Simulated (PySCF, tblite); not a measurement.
**CH9PS2Si2: a rotation path, then NMR shifts on frames**

How do NMR shifts of CH9PS2Si2 (`CS[Si@H](P)S[SiH3]`) change as the atoms move?

The runs use tblite 0.8.0 and PySCF 2.14.0, with density-fitted response routines of our own; the level of theory stands in each step. All values are computed, except where a source is named. Atoms count from 0, in the outputs and in this text.

### 1 Starting geometry

15 atoms, charge 0, multiplicity 1; geometry from: GFN2-xTB.

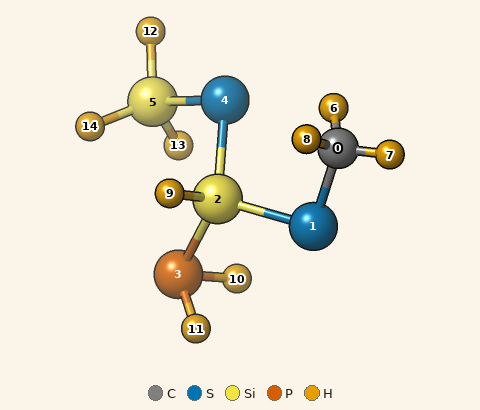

As it starts; carbon grey, sulfur blue, silicon yellow, phosphorus orange, hydrogen amber, atoms numbered.

### 2 A band between two rotamers with GFN2-xTB

The job: settings as JSON, then the geometry in Å.

```
{"job": {"kind": "neb", "xc": "GFN2-xTB", "basis": "xTB", "atoms": [3, 2, 1, 0], "turn": 120}, "charge": 0, "multiplicity": 1}
C      2.804186     1.026987    -0.162995
S      2.224818    -0.694721    -0.234980
Si     0.276266    -0.495596     0.637698
P     -0.990046    -2.318494     0.334231
S     -0.651484     1.286806    -0.146088
Si    -2.753289     0.814953    -0.119719
H      2.057981     1.672445    -0.613723
H      3.730792     1.064055    -0.725050
H      2.978526     1.306579     0.870462
H      0.423395    -0.271139     2.076383
H     -0.739147    -2.426831    -1.021975
H      0.027493    -3.195627     0.646861
H     -3.340760     2.109109    -0.416956
H     -2.991683    -0.186351    -1.150384
H     -3.061460     0.315815     1.212907
```

Method: GFN2-xTB climbing-image nudged elastic band, gas phase.

Run with:

```bash
OMP_NUM_THREADS=1 python probes_run.py task.json out
```

One launch serves the whole session: the jobs run in the order shown.

The log of the run:

```text
image   E - E0 / eV
  0      -0.0000
  1       0.0140
  2       0.0518
  3       0.0965
  4       0.1333
  5       0.1479
  6       0.1375
  7       0.1163
  8       0.0977
```

It took 4.4 s on 1 thread of Arm Neoverse V1, shared host; peak memory 0.19 GiB.

The final band, with the dihedral P3–Si2–S1–C0:

```csv
image,dihedral (°),energy (eV),energy (kcal/mol)
0,167,0.000,0.0
1,184,0.014,0.3
2,200,0.052,1.2
3,216,0.097,2.2
4,233,0.133,3.1
5,250,0.148,3.4
6,267,0.137,3.2
7,283,0.116,2.7
8,299,0.098,2.3
```

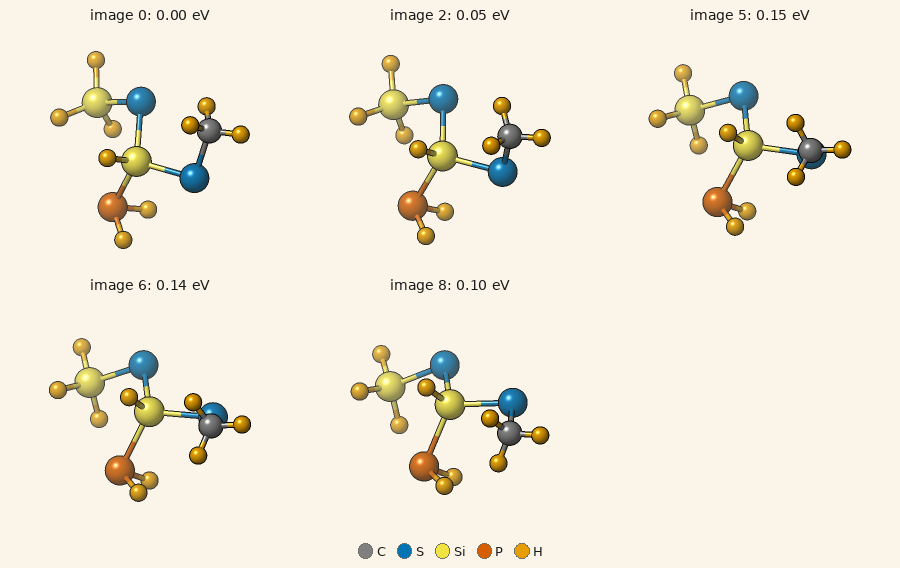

Images along the band.

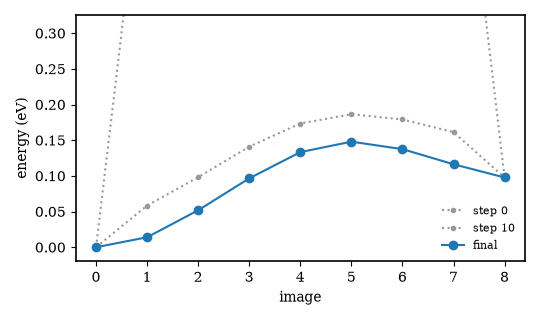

Energy along the band, early and final.

### 3 NMR shieldings: image 0, PBE0/pcSseg-1

The job: settings as JSON, then the geometry in Å.

```
{"job": {"kind": "nmr", "xc": "PBE0", "basis": "pcSseg-1", "pop": false}, "charge": 0, "multiplicity": 1}
C      2.804200     1.027000    -0.163000
S      2.224800    -0.694700    -0.235000
Si     0.276300    -0.495600     0.637700
P     -0.990000    -2.318500     0.334200
S     -0.651500     1.286800    -0.146100
Si    -2.753300     0.815000    -0.119700
H      2.058000     1.672400    -0.613700
H      3.730800     1.064100    -0.725000
H      2.978500     1.306600     0.870500
H      0.423400    -0.271100     2.076400
H     -0.739100    -2.426800    -1.022000
H      0.027500    -3.195600     0.646900
H     -3.340800     2.109100    -0.417000
H     -2.991700    -0.186400    -1.150400
H     -3.061500     0.315800     1.212900
```

Method: GIAO PBE0/pcSseg-1 NMR shielding, non-relativistic, gas phase.

The log of the run:

```text
coarse grid: 14792 points
cycle   1  E = -1759.4618012814  dE =  2.933e-01  |g| = 3.280e-01  |ddm| = 3.564e+00
cycle   2  E = -1759.4557392200  dE =  6.062e-03  |g| = 3.678e-01  |ddm| = 9.627e-01
cycle   3  E = -1759.4935359348  dE = -3.780e-02  |g| = 4.707e-02  |ddm| = 5.626e-01
cycle   4  E = -1759.4941281042  dE = -5.922e-04  |g| = 1.752e-02  |ddm| = 8.787e-02
cycle   5  E = -1759.4942172141  dE = -8.911e-05  |g| = 4.104e-03  |ddm| = 2.773e-02
cycle   6  E = -1759.4942210600  dE = -3.846e-06  |g| = 1.454e-03  |ddm| = 5.936e-03
final grid: 118832 points
cycle   7  E = -1759.5320858248  dE = -2.168e-05  |g| = 6.109e-03  |ddm| = 2.677e-02
cycle   8  E = -1759.5320825435  dE =  3.281e-06  |g| = 6.954e-03  |ddm| = 1.315e-02
cycle   9  E = -1759.5320943081  dE = -1.176e-05  |g| = 5.760e-04  |ddm| = 7.308e-03
cycle  10  E = -1759.5320943996  dE = -9.153e-08  |g| = 8.978e-05  |ddm| = 7.648e-04
cycle  11  E = -1759.5320944016  dE = -1.941e-09  |g| = 3.357e-05  |ddm| = 1.575e-04
cycle  12  E = -1759.5320944019  dE = -3.265e-10  |g| = 9.317e-06  |ddm| = 6.113e-05
converged SCF energy = -1759.5320944019

GIAO shielding tensors (ppm)
atom      isotropic    diamagn.    paramagn.     s11        s22        s33       span
  0 C      172.343     252.142     -79.799    161.953    165.387    189.689     27.737
  1 S      641.124    1059.624    -418.500    565.562    596.507    761.302    195.740
  2 Si     332.998     880.375    -547.377    281.344    338.465    379.185     97.841
  3 P      600.625     968.458    -367.833    539.820    619.920    642.135    102.315
  4 S      809.110    1062.093    -252.982    705.986    819.816    901.529    195.543
  5 Si     409.707     879.676    -469.969    383.640    407.004    438.478     54.838
  6 H       29.236      31.716      -2.480     22.003     31.123     34.582     12.578
  7 H       29.587      28.951       0.637     23.552     26.426     38.784     15.232
  8 H       29.607      30.057      -0.451     24.414     26.696     37.710     13.296
  9 H       25.690      29.982      -4.293     21.879     24.094     31.095      9.216
 10 H       30.342      31.477      -1.135     25.780     27.905     37.340     11.560
 11 H       30.327      30.461      -0.134     24.823     27.581     38.577     13.754
 12 H       27.049      28.651      -1.602     22.662     24.685     33.800     11.137
 13 H       27.059      29.525      -2.466     22.630     26.149     32.397      9.767
 14 H       26.848      28.882      -2.034     23.015     25.159     32.369      9.354
```

It took 23 s on 1 thread of Arm Neoverse V1, shared host; peak memory 0.83 GiB.

Shifts follow as δ = σ(reference) − σ, with reference shieldings (ppm) from runs at the same level and on the same kind of geometry: 1H TMS 31.72, 13C TMS 186.9, 29Si TMS 349.2, 31P H3PO4 318.4, 33S CS2 504. The references are single molecules in the gas phase, so shifts against H2O, NH3, PH3, H3PO4 or CFCl3 are not on the usual liquid scales and can be off by tens of ppm. Each atom is listed at this fixed geometry, with no averaging over motion; a spectrum would average atoms that exchange fast.

```csv
atoms,environment,σ (ppm),δ (ppm)
C0,methyl carbon bonded to S,172.3,14.6
H9,"hydrogen on a silicon bonded to P, 2 S",25.69,6.03
H14,hydrogen on a silicon bonded to S,26.85,4.87
H12,hydrogen on a silicon bonded to S,27.05,4.67
H13,hydrogen on a silicon bonded to S,27.06,4.66
H6,hydrogen on a methyl carbon bonded to S,29.24,2.48
H7,hydrogen on a methyl carbon bonded to S,29.59,2.13
H8,hydrogen on a methyl carbon bonded to S,29.61,2.11
H11,hydrogen on a phosphorus bonded to Si,30.33,1.39
H10,hydrogen on a phosphorus bonded to Si,30.34,1.38
S1,"sulfur bonded to C, Si",641,-137
S4,sulfur bonded to 2 Si,809,-305
Si2,"silicon bonded to P, 2 S, H",333.0,16.2
Si5,"silicon bonded to S, 3 H",409.7,-60.5
P3,"phosphorus bonded to Si, 2 H",600.6,-282.3
```

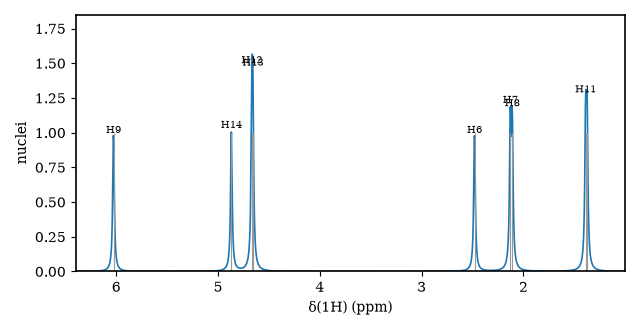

1H lines at the computed shifts, without couplings. Lines are broadened to a width of 0.02 ppm (Lorentzian).

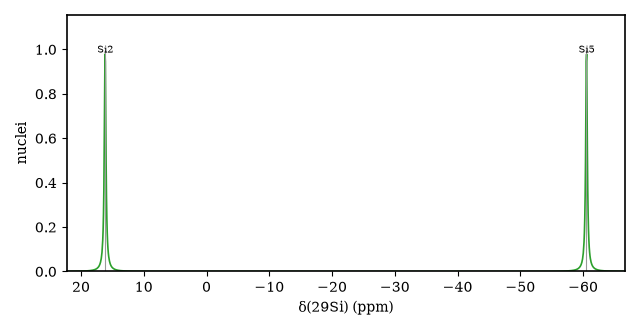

29Si lines at the computed shifts, without couplings. Lines are broadened to a width of 0.31 ppm (Lorentzian).

### 4 Shielding tensors: image 2, PBE0/pcSseg-1

The job: settings as JSON, then the geometry in Å.

```
{"job": {"kind": "nmr", "xc": "PBE0", "basis": "pcSseg-1", "pop": false}, "charge": 0, "multiplicity": 1}
C      2.996800     0.921400    -0.009300
S      2.090600    -0.508600    -0.673200
Si     0.225900    -0.305700     0.371400
P     -0.931100    -2.224200     0.415300
S     -0.901900     1.338400    -0.445600
Si    -2.945800     0.733500    -0.125500
H      2.388700     1.816500    -0.078600
H      3.888400     1.022900    -0.618100
H      3.267200     0.717300     1.021600
H      0.527800     0.062600     1.753900
H     -0.817900    -2.480400    -0.938500
H      0.173000    -3.000100     0.706500
H     -3.674200     1.936400    -0.483100
H     -3.222600    -0.404100    -0.991500
H     -3.069300     0.382100     1.281500
```

Level: GIAO PBE0/pcSseg-1 NMR shielding, non-relativistic, gas phase.

The log of the run:

```text
coarse grid: 14792 points
cycle   1  E = -1759.4608985430  dE =  2.863e-01  |g| = 3.307e-01  |ddm| = 3.563e+00
cycle   2  E = -1759.4539358418  dE =  6.963e-03  |g| = 3.747e-01  |ddm| = 9.930e-01
cycle   3  E = -1759.4934186084  dE = -3.948e-02  |g| = 4.646e-02  |ddm| = 5.815e-01
cycle   4  E = -1759.4939903693  dE = -5.718e-04  |g| = 1.710e-02  |ddm| = 8.688e-02
cycle   5  E = -1759.4940764576  dE = -8.609e-05  |g| = 4.110e-03  |ddm| = 2.828e-02
cycle   6  E = -1759.4940804569  dE = -3.999e-06  |g| = 1.533e-03  |ddm| = 6.512e-03
final grid: 118832 points
cycle   7  E = -1759.5322177072  dE = -2.174e-05  |g| = 6.308e-03  |ddm| = 2.646e-02
cycle   8  E = -1759.5322140019  dE =  3.705e-06  |g| = 7.230e-03  |ddm| = 1.368e-02
cycle   9  E = -1759.5322268196  dE = -1.282e-05  |g| = 5.966e-04  |ddm| = 7.696e-03
cycle  10  E = -1759.5322269203  dE = -1.008e-07  |g| = 8.253e-05  |ddm| = 8.196e-04
cycle  11  E = -1759.5322269220  dE = -1.673e-09  |g| = 2.868e-05  |ddm| = 1.433e-04
cycle  12  E = -1759.5322269222  dE = -2.310e-10  |g| = 9.944e-06  |ddm| = 5.493e-05
converged SCF energy = -1759.5322269222

GIAO shielding tensors (ppm)
atom      isotropic    diamagn.    paramagn.     s11        s22        s33       span
  0 C      171.502     251.129     -79.628    157.609    166.070    190.827     33.218
  1 S      624.415    1059.801    -435.385    523.093    592.743    757.410    234.316
  2 Si     329.641     880.552    -550.911    266.489    345.181    377.252    110.763
  3 P      595.443     968.582    -373.139    538.778    607.452    640.099    101.322
  4 S      796.480    1061.454    -264.974    664.991    814.725    909.724    244.733
  5 Si     409.394     879.637    -470.243    382.643    406.129    439.410     56.767
  6 H       29.460      31.009      -1.549     22.652     29.946     35.781     13.129
  7 H       29.602      28.638       0.964     23.622     26.416     38.768     15.146
  8 H       29.409      29.793      -0.384     23.713     27.243     37.271     13.558
  9 H       25.861      30.849      -4.988     22.666     24.506     30.411      7.744
 10 H       30.236      31.537      -1.301     25.960     27.761     36.986     11.027
 11 H       30.280      30.738      -0.458     24.628     27.577     38.635     14.007
 12 H       27.110      28.614      -1.504     22.837     24.645     33.847     11.010
 13 H       27.127      29.521      -2.394     22.712     26.401     32.269      9.557
 14 H       26.942      29.028      -2.085     23.165     25.225     32.437      9.272
```

Wall time 22 s (1 thread of Arm Neoverse V1, shared host); peak memory 0.91 GiB.

This run: δ C0 15.4, S1 -121, S4 -293, Si2 19.5, H9 5.86, H14 4.77 ppm.

(Part 1 of 2 ends here.)
